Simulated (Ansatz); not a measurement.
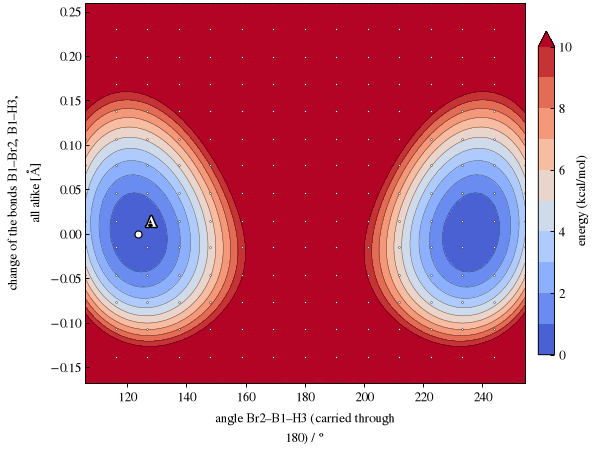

BBrH, SMILES [BH]Br, spin multiplicity 2. First axis: angle Br2–B1–H3 (carried through 180). Second axis: change of the bonds B1–Br2, B1–H3, all alike. Nothing is relaxed (all other coordinates rigid). Grid: 15 × 15 points; 120 points were computed and 105 follow by symmetry. Points are written as (first, second). Energies are in kcal/mol, from the relaxed molecule at the same level. The calculation used UKS PBE0-D4/def2-TZVP in Ansatz 0.2.0.

The picture shows filled contours, dots at the grid points, one colour for all values above the top of the scale, the well A. Between grid points the surface is interpolated.

Q: Estimate the position of the minimum and the force constants in these coordinates. Take the well at A.

A: The interpolated minimum is at the first coordinate ≈ 123.5°, the second coordinate ≈ 0.000 Å. The curvatures there are about 3.1 eV/rad² and 44 eV/Å², with a cross term of about 1.5 eV/(rad·Å). Round the minimum the two coordinates are weakly coupled (coupling 0.13 in units of the two stiffnesses). (1 eV is 23.1 kcal/mol.)
